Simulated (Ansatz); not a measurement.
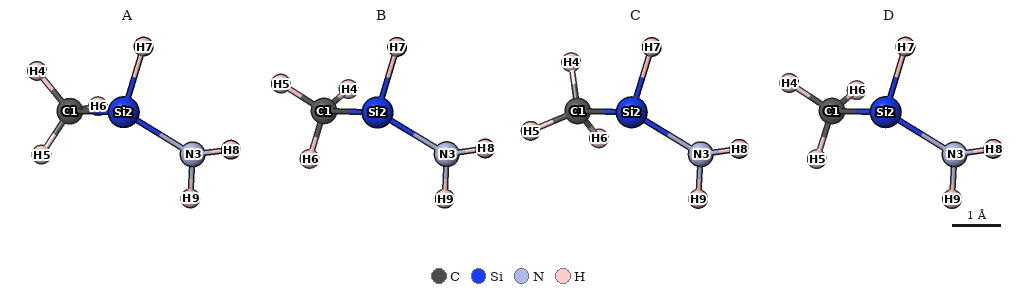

4 geometries from a converged minimum-energy path of CH6NSi (multiplicity 2), shuffled. Style: ball-and-stick. Shown at a tilt.

All numbers below come from Ansatz 0.2.0, UHF/def2-SVP. Settings: 5 movable images; climbing image; force threshold 0.05 eV/Å; iteration limit 60; starting path through a guess of the saddle point.

Question: Which frame is the top of the path?

Answer: C. In order along the path, whose images run from 0 to 6: B (image 0, 0.00 kJ/mol), C (image 3, +5.66 kJ/mol), A (image 5, +1.42 kJ/mol), D (image 6, −0.01 kJ/mol). The motion is a rotation about the C1–Si2 bond by about 120°. No bond forms or breaks between the ends.

Limits of the set-up: Hartree-Fock leaves out electron correlation.

Cost: 2.3 min on 1 thread of Intel(R) Xeon(R) Processor @ 2.50GHz (Skylake/Cascade Lake) (shared host), peak memory 0.17 GiB.
